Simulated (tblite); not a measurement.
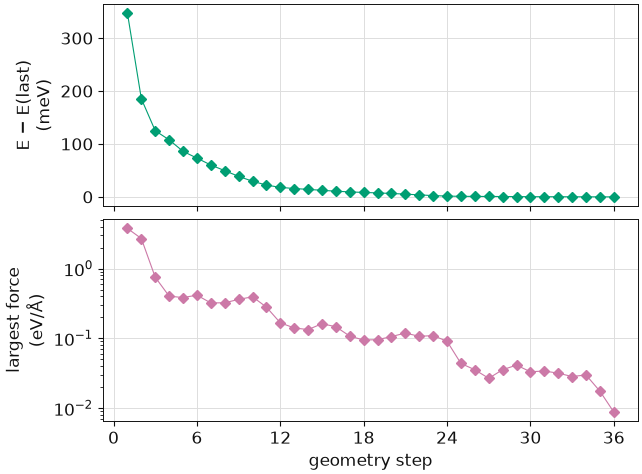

History of a geometry optimisation.

- system: C3H4ClNSi (SMILES C=C1C=N[Si@@H]1Cl)
- method: tblite 0.8.0, GFN2-xTB geometry optimisation, gas phase

How did the optimisation end?

Answer. The optimisation met its thresholds at geometry 36, counting the start as the first. The energy fell by about 350 meV from the first step to the last. The largest force goes from about 3.8 eV/Å at the start to 9 × 10⁻³ eV/Å at the end.
